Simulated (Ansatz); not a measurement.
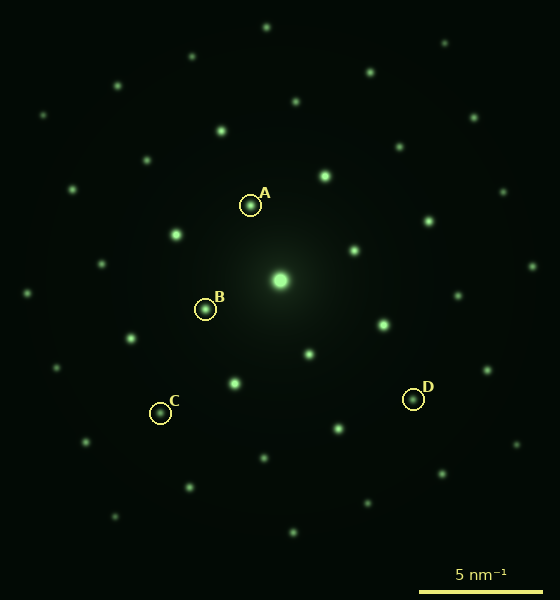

Computed electron diffraction pattern, 300 kV, single scattering only, B = 1 Å². The zone axis points towards the electron source and the pattern is seen from the source side.

Crystal: SiGe₂, space group Fm-3m (No. 225), a = 6.14 Å. Structure: coordinates from a relaxation with DFT r2SCAN, scalar-relativistic, plane waves, PAW (Ansatz); the starting structure was generated, so it need not be a known form of this composition.

```json
{"atom": "Si", "site": "4a", "symmetry": "m-3m", "x": "0.0000", "y": "0.0000", "z": "0.0000"}
{"atom": "Ge", "site": "8c", "symmetry": "-43m", "x": "0.2500", "y": "0.7500", "z": "0.7500"}
```

Spot A is indexed -2 0 0 and spot B 0 -2 0.

> What are the indices of the remaining marked spots?

C = −A + 2B = 2 -4 0 (d = 1.373 Å). D = −2A − B = 4 2 0 (d = 1.373 Å).

> Find the zone axis.

The cross product of A and B is parallel to [001]; every spot obeys hu + kv + lw = 0.

> What are the spacings of A and B and the angle between them?

d(A) = 3.070 Å, d(B) = 3.070 Å, and the angle is 90.0°.
